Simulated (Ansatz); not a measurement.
## Ge (diamond structure), cut as (100) film, 30 layers, 2x1 monohydride

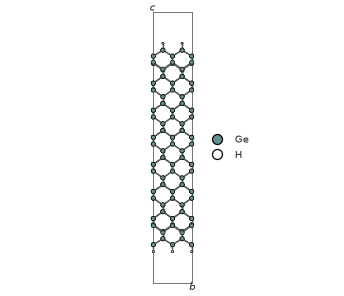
Fig. 1. Optimised geometry, one periodic cell

These are PBE (plane waves to 420 eV, PAW; Ansatz, a program for electronic structure) values and carry that method's errors.

- change of bonding against the cut = none
- number of neighbours within 2.988 Å (ending not counted) = 3 for 8 atoms, 4 for 112 atoms
- mean Ge-Ge distance (least to greatest) = 2.493 Å (2.464 to 2.523)
